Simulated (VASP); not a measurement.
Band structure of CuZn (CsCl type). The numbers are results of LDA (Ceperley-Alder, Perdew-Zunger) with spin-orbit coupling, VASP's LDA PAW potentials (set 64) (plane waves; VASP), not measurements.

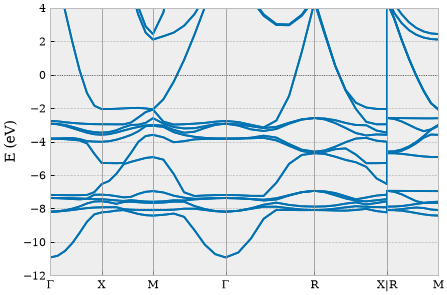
Bands along high-symmetry lines, zero at the valence-band maximum or, without a gap, the Fermi level

### Question
Read the plot: is there a gap, and where are the band edges?

### Answer
It has no gap at this level: it comes out as a metal or semimetal.

The compound is CuZn in the CsCl type structure. It was relaxed first, which changed the volume by -8 %.
